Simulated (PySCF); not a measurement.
# SiFCl: singlet, from a linear start

Aim: relax SiFCl as a singlet from a linear start, check by its vibrations whether the end is a minimum, and collect its spectrum and constants.

The runs use PySCF 2.14.0; PBE0, basis Si def2-TZVP, F def2-TZVP, Cl def2-TZVP, no relativity, density fitting.

### 1 The starting structure

3 atoms, charge 0, spin multiplicity 1.

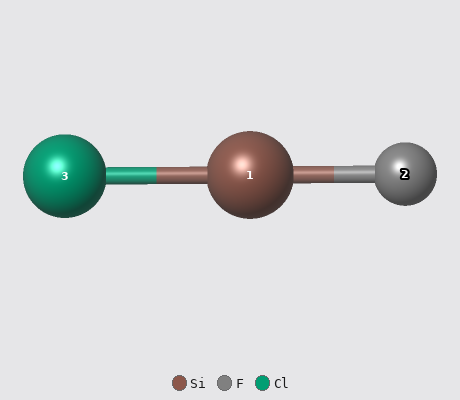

As it starts; silicon brown, fluorine grey, chlorine teal; atoms are numbered from 1 in the order of the file.

```xyz
3
charge 0 multiplicity 1
Si    0.0000    0.0000    0.0000
F     0.0000    0.0000   -1.8000
Cl    0.0000    0.0000    2.1500
```

### 2 The SCF at the typed geometry

The steps below are one call of a driver around PySCF. For each, scf.py gives the equivalent set-up of the SCF; relaxations use the driver's own optimiser. After this first run the driver tries any further starts and a stability analysis.

Contents of scf.py:

```python
from pyscf import gto, scf, dft
mol = gto.M(atom='''
Si     0.000000     0.000000     0.000000
F      0.000000     0.000000    -1.800000
Cl     0.000000     0.000000     2.150000''',
    basis={'Si': 'def2-TZVP', 'F': 'def2-TZVP', 'Cl': 'def2-TZVP'},
    charge=0, spin=0)
mf = dft.RKS(mol, xc='PBE0')
mf.grids.atom_grid = (50, 194)
aux = {'Si': 'def2-universal-JKFIT', 'F': 'def2-universal-JKFIT', 'Cl': 'def2-universal-JKFIT'}
mf = mf.density_fit(auxbasis=aux)
mf.conv_tol = 1e-08
mf.diis_space = 10
mf.max_cycle = 60
mf.init_guess = 'minao'
mf.verbose = 4
mf.kernel()
```

On the command line:

```bash
> OMP_NUM_THREADS=2 python axn.py task.json out
```

The program printed:

```text
init E= -849.207055695534
  HOMO = -0.250674880163395  LUMO = -0.10682664583711  gap/eV = 3.91431
cycle= 1 E= -849.124409142697  delta_E= 0.0826  |g|= 0.726  |ddm|= 1.71
  HOMO = -0.219201919884176  LUMO = -0.130693211671917  gap/eV = 2.40844
cycle= 2 E= -848.32534584964  delta_E= 0.799  |g|= 2.23  |ddm|= 1.49
  HOMO = -0.265514707884584  LUMO = -0.122430468120509  gap/eV = 3.89352
cycle= 3 E= -849.224733486117  delta_E= -0.899  |g|= 0.21  |ddm|= 1.01
  HOMO = -0.269512939987209  LUMO = -0.113094326535769  gap/eV = 4.25637
cycle= 4 E= -849.23420815007  delta_E= -0.00947  |g|= 0.135  |ddm|= 0.318
  HOMO = -0.271498073702737  LUMO = -0.117637726271041  gap/eV = 4.18675
cycle= 5 E= -849.23840177329  delta_E= -0.00419  |g|= 0.0199  |ddm|= 0.111
  HOMO = -0.270136044082825  LUMO = -0.115995233367657  gap/eV = 4.19439
cycle= 6 E= -849.238487780107  delta_E= -8.6e-05  |g|= 0.00503  |ddm|= 0.0155
  HOMO = -0.270461379144244  LUMO = -0.116175874763568  gap/eV = 4.19832
cycle= 7 E= -849.238493661543  delta_E= -5.88e-06  |g|= 0.000756  |ddm|= 0.00436
  HOMO = -0.270425926575584  LUMO = -0.116106767033374  gap/eV = 4.19924
cycle= 8 E= -849.238493817014  delta_E= -1.55e-07  |g|= 0.000174  |ddm|= 0.000671
  HOMO = -0.270430817860081  LUMO = -0.116115033246178  gap/eV = 4.19915
cycle= 9 E= -849.238493822229  delta_E= -5.22e-09  |g|= 3.75e-05  |ddm|= 0.000173
  HOMO = -0.270426785781389  LUMO = -0.11611544968173  gap/eV = 4.19903
Extra cycle  E= -849.238493821663  delta_E= 5.67e-10  |g|= 7.01e-05  |ddm|= 5.38e-05
converged SCF energy = -849.238493821663
```

This step, with its further starts and checks, ran for 8.8 s (2 threads of Arm Neoverse V1, shared host).

Energies from each starting density:

| start | energy (Eh) |
| --- | --- |
| the minimal-basis guess | -849.238494 |
| a thermally smeared density | -849.238494 |
| a smeared PBE density | -849.238494 |

No lower closed-shell solution turned up from the other starts or in the test of internal stability.

### 3 Relaxation: linear start, singlet

The program finds C∞v symmetry in the start, which this walk keeps. Threshold on the gradient: 0.0003 Eh/bohr, with a further test on the energy change.

scf.py, as its differences from that of step 2:

```diff
@@ -3,3 +3,3 @@
-Si     0.000000     0.000000     0.000000
-F      0.000000     0.000000    -1.800000
-Cl     0.000000     0.000000     2.150000''',
+Si     0.000000     0.000000    -0.500169
+F      0.000000     0.000000    -2.300169
+Cl     0.000000     0.000000     1.649831''',
@@ -15 +14,0 @@
-mf.init_guess = 'minao'
```

Steps of the walk:

| step | energy (Eh) | change (kJ/mol) | largest symmetric gradient (Eh/bohr) |
| --- | --- | --- | --- |
| 0 | -849.238494 | 0.00 | 0.05243 |
| 1 | -849.247072 | -22.52 | 0.02212 |
| 2 | -849.247533 | -23.73 | 0.01569 |
| 3 | -849.247967 | -24.87 | 0.00258 |
| 4 | -849.247982 | -24.91 | 0.00071 |
| 5 | -849.247984 | -24.92 | 0.00005 |

The walk took 6.6 s.

Positions (Å) and forces (eV/Å) along the way:

```
step 0
Si   0.000   0.000  -0.500   0.000   0.000  -2.696
F    0.000   0.000  -2.300   0.000   0.000   2.380
Cl   0.000   0.000   1.650   0.000   0.000   0.317
step 1
Si   0.000   0.000  -0.552   0.000   0.000  -1.137
F    0.000   0.000  -2.220   0.000   0.000   0.784
Cl   0.000   0.000   1.622   0.000   0.000   0.353
step 3
Si   0.000   0.000  -0.577   0.000   0.000  -0.133
F    0.000   0.000  -2.206   0.000   0.000   0.051
Cl   0.000   0.000   1.633   0.000   0.000   0.081
step 5
Si   0.000   0.000  -0.581   0.000   0.000   0.002
F    0.000   0.000  -2.207   0.000   0.000  -0.003
Cl   0.000   0.000   1.638   0.000   0.000   0.001
```

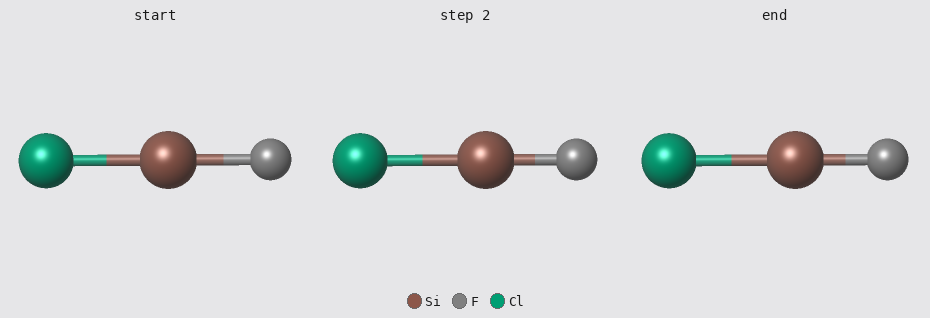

The geometry along the walk, at one scale.

After 5 steps and 24.9 kJ/mol it ends at C∞v: Si–Cl 2.220 Å, Si–F 1.626 Å; Cl–Si–F 180.0°.

### 4 Frequencies

The point is checked on the finer grid, and tightened if its gradient asks for it. The Hessian and the dipole derivatives come from central differences of analytic gradients, with steps of 0.02 bohr.

scf.py, as its differences from that of step 3:

```diff
@@ -3,3 +3,3 @@
-Si     0.000000     0.000000    -0.500169
-F      0.000000     0.000000    -2.300169
-Cl     0.000000     0.000000     1.649831''',
+Si    -0.000000    -0.000000    -0.570273
+F     -0.000000    -0.000000    -2.196467
+Cl     0.000000    -0.000000     1.649633''',
@@ -9 +9 @@
-mf.grids.atom_grid = (50, 194)
+mf.grids.atom_grid = (75, 302)
@@ -12 +12 @@
-mf.conv_tol = 1e-08
+mf.conv_tol = 1e-10
```

The driver hands on the density of the step before, so the log starts near convergence.

SCF at the final geometry:

```text
init E= -849.24794626404
  HOMO = -0.260867820157266  LUMO = -0.107822369307846  gap/eV = 4.16458
cycle= 1 E= -849.247946264039  delta_E= 6.82e-13  |g|= 3.2e-06  |ddm|= 3.14e-06
  HOMO = -0.260868152934421  LUMO = -0.107822420368792  gap/eV = 4.16459
Extra cycle  E= -849.247946264037  delta_E= 2.05e-12  |g|= 5.21e-06  |ddm|= 4.19e-06
converged SCF energy = -849.247946264037
```

The whole step took 20 s.

Geometry: C∞v; Si–Cl 2.220 Å, Si–F 1.626 Å; Cl–Si–F 180.0°.

Modes, for the most abundant isotopes:

```json
{"symmetry": "π", "ω (cm⁻¹)": "290i", "IR (km/mol)": "1.1"}
{"symmetry": "σ+", "ω (cm⁻¹)": "342", "IR (km/mol)": "110"}
{"symmetry": "σ+", "ω (cm⁻¹)": "760", "IR (km/mol)": "441"}
```

2 modes are imaginary, the largest at 290i cm⁻¹: a saddle point, not a minimum.

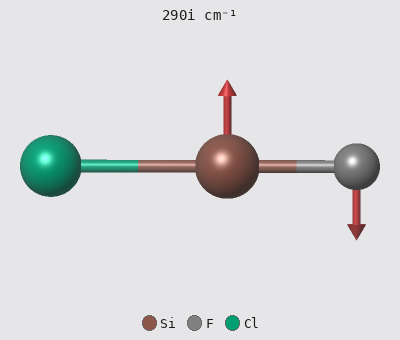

The imaginary mode, as arrows.

Properties at this point:

```yaml
Dipole_moment: 1.18 D
Highest_occupied_level: -7.10 eV
Lowest_empty_level: -2.93 eV
Rotational_constants: 0.08605 cm⁻¹
Zero-point_energy_real_modes: 6.6 kJ/mol
Principal_polarisabilities: 34.9, 34.9, 61.1 bohr³
Atomisation_energy_without_zero-point_energy: 853 kJ/mol
Principal_traceless_quadrupole_moments_about_the_centre_of_mass: -8.78, 4.39, 4.39 D Å
```

Populations by atom (charges in e):

| atom | Mulliken | Löwdin | polar tensor | Mayer order to Si1 |
| --- | --- | --- | --- | --- |
| Si1 | 0.52 | 0.05 | 1.01 | – |
| F2 | -0.23 | -0.06 | -0.43 | 1.13 |
| Cl3 | -0.29 | 0.01 | -0.58 | 1.15 |

Outer orbital energies (eV). occupied: -22.43, -15.68, -13.09, -13.09, -12.37, -9.29, -9.29, -7.10; empty: -2.93, -2.93, 2.09, 3.81.

Mulliken populations on Si1: s 6.02, p 6.98, d 0.42, f 0.06.

### 5 Following the imaginary mode

The atoms are moved a little along the softest imaginary mode and relaxed again.

The program finds Cs symmetry in the start, which this walk keeps.

scf.py, as its differences from that of step 4:

```diff
@@ -3,3 +3,3 @@
-Si    -0.000000    -0.000000    -0.570273
-F     -0.000000    -0.000000    -2.196467
-Cl     0.000000    -0.000000     1.649633''',
+Si    -0.031090    -0.115902    -0.570297
+F      0.026426     0.098512    -2.196490
+Cl     0.010517     0.039207     1.649609''',
@@ -9 +9 @@
-mf.grids.atom_grid = (75, 302)
+mf.grids.atom_grid = (50, 194)
@@ -12 +12 @@
-mf.conv_tol = 1e-10
+mf.conv_tol = 1e-08
```

The optimiser's trace:

| step | energy (Eh) | change (kJ/mol) | largest symmetric gradient (Eh/bohr) |
| --- | --- | --- | --- |
| 0 | -849.251359 | 0.00 | 0.01641 |
| 1 | -849.262366 | -28.90 | 0.02578 |
| 2 | -849.279464 | -73.79 | 0.04319 |
| 3 | -849.292002 | -106.71 | 0.05560 |
| 4 | -849.307862 | -148.35 | 0.03268 |
| 5 | -849.314193 | -164.97 | 0.01921 |
| 6 | -849.314803 | -166.57 | 0.00901 |
| 7 | -849.314988 | -167.06 | 0.00130 |
| 8 | -849.315005 | -167.10 | 0.00040 |
| 9 | -849.315005 | -167.10 | 0.00005 |

The walk took 12 s.

Positions (Å) and forces (eV/Å) along the way:

```
step 0
Si  -0.031  -0.116  -0.570  -0.225  -0.844  -0.298
F    0.026   0.099  -2.196   0.124   0.468   0.494
Cl   0.011   0.039   1.650   0.101   0.376  -0.196
step 1
Si  -0.069  -0.256  -0.578  -0.352  -1.327  -0.305
F    0.048   0.178  -2.157   0.189   0.725   0.881
Cl   0.027   0.099   1.618   0.163   0.602  -0.577
step 5
Si  -0.190  -0.708  -0.605  -0.273  -0.985   0.107
F    0.113   0.421  -1.662   0.190   0.679  -0.619
Cl   0.083   0.308   1.150   0.084   0.307   0.511
step 9
Si  -0.194  -0.724  -0.610  -0.010   0.004  -0.003
F    0.116   0.431  -1.677   0.009  -0.002   0.002
Cl   0.085   0.316   1.170   0.001  -0.002   0.001
```

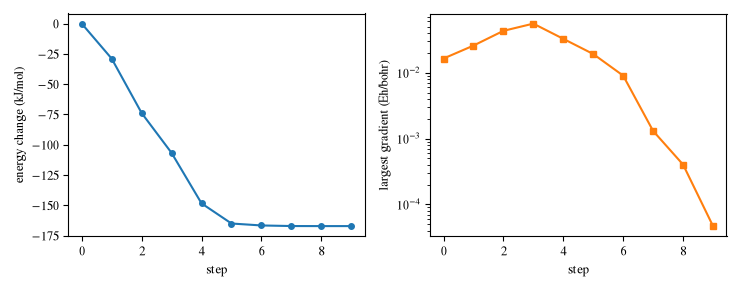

How energy and gradient fall.

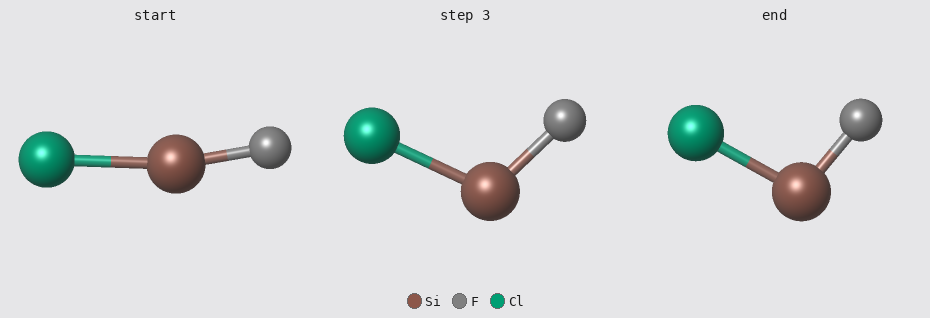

The geometry along the walk, at one scale.

End point (Cs, 9 steps, 167.1 kJ/mol gained): Si–Cl 2.080 Å, Si–F 1.603 Å; Cl–Si–F 100.6°.

### 6 Hessian and properties

As before: finer grid, then central differences.

scf.py, as its differences from that of step 5:

```diff
@@ -3,3 +3,3 @@
-Si    -0.031090    -0.115902    -0.570297
-F      0.026426     0.098512    -2.196490
-Cl     0.010517     0.039207     1.649609''',
+Si    -0.190689    -0.710873    -0.511545
+F      0.118852     0.443071    -1.580481
+Cl     0.087987     0.328008     1.268404''',
@@ -9 +9 @@
-mf.grids.atom_grid = (50, 194)
+mf.grids.atom_grid = (75, 302)
@@ -12 +12 @@
-mf.conv_tol = 1e-08
+mf.conv_tol = 1e-10
```

Log of the central SCF (cycles and frontier levels):

```text
init E= -849.315008560616
  HOMO = -0.293130307619386  LUMO = -0.0928057111412528  gap/eV = 5.45111
cycle= 1 E= -849.315008560615  delta_E= 1.36e-12  |g|= 1.56e-06  |ddm|= 2.21e-06
  HOMO = -0.293130428581875  LUMO = -0.0928059041085305  gap/eV = 5.45111
Extra cycle  E= -849.315008560617  delta_E= -1.93e-12  |g|= 2.13e-06  |ddm|= 2.96e-06
converged SCF energy = -849.315008560617
```

The whole step ran for 26 s (2 threads of Arm Neoverse V1, shared host).

Geometry: Cs; Si–Cl 2.080 Å, Si–F 1.603 Å; Cl–Si–F 100.7°.

Modes, for the most abundant isotopes:

```tsv
symmetry	ω (cm⁻¹)	IR (km/mol)	μ (u)
a'	262	4.6	23.31
a'	525	161	30.28
a'	859	143	21.84
```

Every mode is real; the point is a minimum.

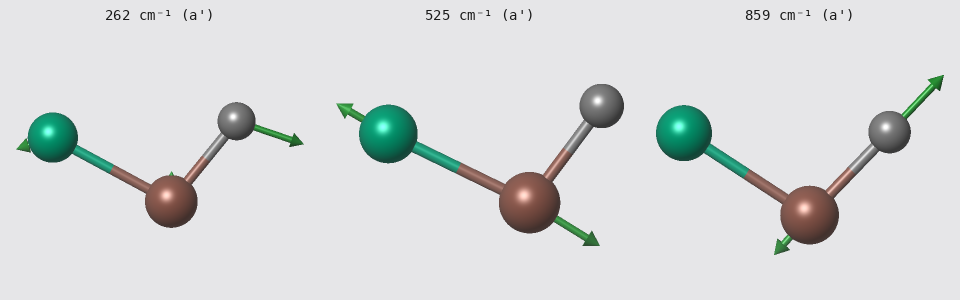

How the atoms move in 3 of the modes.

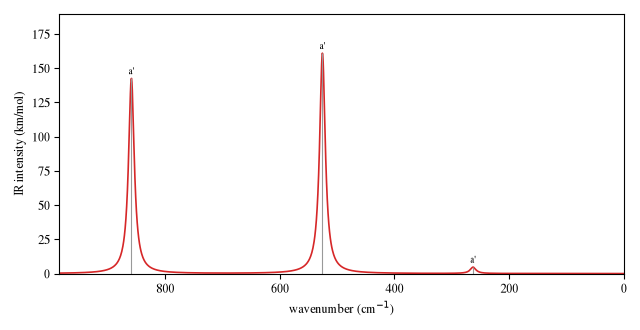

The harmonic infrared spectrum (widths in cm⁻¹). Lines are broadened to a width of 12 cm⁻¹ (Lorentzian).

Properties at this point:

* Dipole moment: 1.03 D
* Highest occupied level: -7.98 eV
* Lowest empty level: -2.53 eV
* Rotational constants: 0.7796, 0.1497, 0.1256 cm⁻¹
* Zero-point energy: 9.8 kJ/mol
* Principal polarisabilities: 32.0, 32.1, 50.6 bohr³
* Atomisation energy without zero-point energy: 1029 kJ/mol
* Principal traceless quadrupole moments about the centre of mass: -3.44, -0.13, 3.58 D Å
* Entropy at 298.15 K and 1 bar: 275.2 J/(mol K)
* Heat capacity Cp at 298.15 K: 47.9 J/(mol K)
* Enthalpy at 298.15 K above 0 K: 11.85 kJ/mol
* Rotational symmetry number: 1

Populations by atom (charges in e):

```csv
atom,Mulliken,Löwdin,polar tensor,Mayer order to Si1
Si1,0.49,-0.16,1.09,–
F2,-0.26,-0.02,-0.55,1.12
Cl3,-0.22,0.18,-0.55,1.21
```

Outer orbital energies (eV). occupied: -23.34, -15.59, -13.22, -13.07, -12.33, -9.96, -9.71, -7.98; empty: -2.53, 0.08, 0.79, 3.96.

Mulliken populations on Si1: s 5.84, p 7.26, d 0.34, f 0.07.

### 7 Would spin polarisation lower it?

At the lowest minimum the closed shell is tested against spin polarisation, on the (50, 194) grid. It is stable.

### 8 The points found, side by side

| spin | group | bonds | imaginary modes (cm⁻¹) | ΔE (kJ/mol) | with zero-point energy |
| --- | --- | --- | --- | --- | --- |
| singlet | Cs | Si–Cl 2.080 Å, Si–F 1.603 Å | none | 0.0 | 0.0 |
| singlet | C∞v | Si–Cl 2.220 Å, Si–F 1.626 Å | 290i, 290i | 176.1 | – |

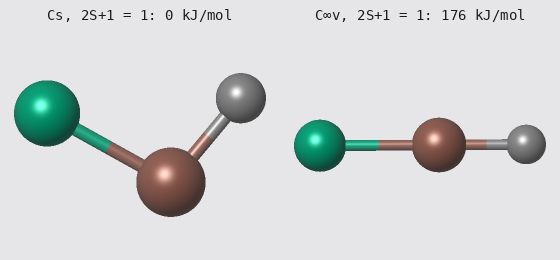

The points, lowest first (silicon brown, fluorine grey, chlorine teal).

### 9 Results

| quantity | value |
| --- | --- |
| minimum | singlet, Cs |
| geometry | Si–Cl 2.080 Å, Si–F 1.603 Å; Cl–Si–F 100.7° |
| wavenumbers (cm⁻¹) | 262 (a'), 525 (a'), 859 (a') |
| dipole moment | 1.03 D |
| highest occupied, lowest empty level | -7.98, -2.53 eV |
| polar-tensor charge of Si1 | +1.09 e |
| zero-point energy | 9.8 kJ/mol |
| entropy at 298.15 K | 275.2 J/(mol K) |
| atomisation energy (no zero-point energy) | 1029 kJ/mol |

In words: The linear start (C∞v) ends in a minimum of Cs symmetry, after a stop at a second-order saddle point 176.1 kJ/mol higher, from which it was pushed off along an imaginary mode. The strongest infrared band lies at 525 cm⁻¹ (a', stretch). Other starts or spin states, not run here, may lie lower.

The search up to here took 76 s.
